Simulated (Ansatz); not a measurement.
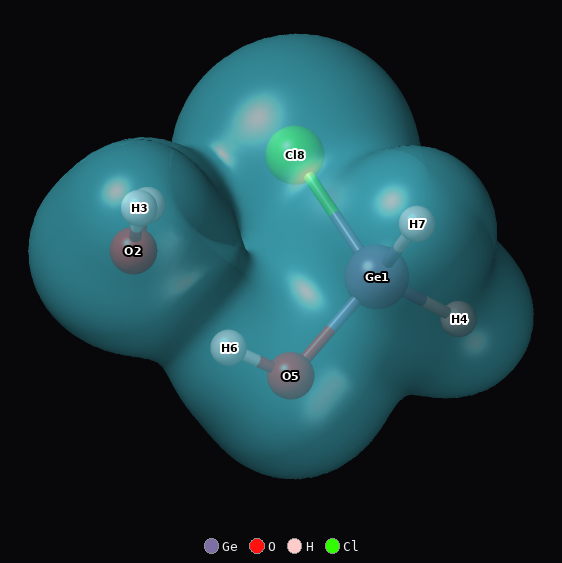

The picture shows: ClGeH₃O···H₂O. Isosurface of the electron density at 0.05 e/Å³ (cyan), seen at a tilt.

Level of theory: RKS B3LYP/def2-SVP in Ansatz.

The calculation's input:

```
crystal:
  periodic: [false, false, false]
  atoms:
    - { symbol: Ge, position_ang: [0.507273, 0.314713, -0.548376] }
    - { symbol: O, position_ang: [-1.060809, 0.479007, 1.979421] }
    - { symbol: H, position_ang: [-1.28466, -0.113161, 2.712213] }
    - { symbol: H, position_ang: [1.124184, 0.503594, -1.941298] }
    - { symbol: O, position_ang: [-1.140976, 0.928033, -0.665328] }
    - { symbol: H, position_ang: [-1.532182, 0.861552, 0.226692] }
    - { symbol: H, position_ang: [0.620523, -1.117809, -0.002446] }
    - { symbol: Cl, position_ang: [1.712135, 1.584847, 0.813879] }
    - { symbol: H, position_ang: [-0.305987, 1.025822, 2.297943] }
basis:
  gaussian: { orbitals: def2-SVP }
hamiltonian:
  xc: b3lyp
relax:
  f_tol: 0.03
  max_steps: 50
output:
  orbitals: {}
```

Command:

```sh
ansatz run input.yaml --threads 2 --pin off --max-ram 3072MiB --backend cpu --events-out ev --progress --plain --runs-dir out
```

The fields are those of the run's last geometry, not of the input's.

**What does this surface tell about the bonding?**

At this value the surface is in one piece. It bridges the sampled O···H (1.83 Å), Ge–O (1.76 Å), Ge–Cl (2.22 Å) and O–H (0.97 Å) contacts, where the density stays above the isovalue. On the grid the lowest density along these lines, outside the cores, is 0.23 e/Å³ (O···H, 1.83 Å), 0.99 e/Å³ (Ge–O, 1.76 Å), 0.59 e/Å³ (Ge–Cl, 2.22 Å) and 2.3 e/Å³ (O–H, 0.97 Å).
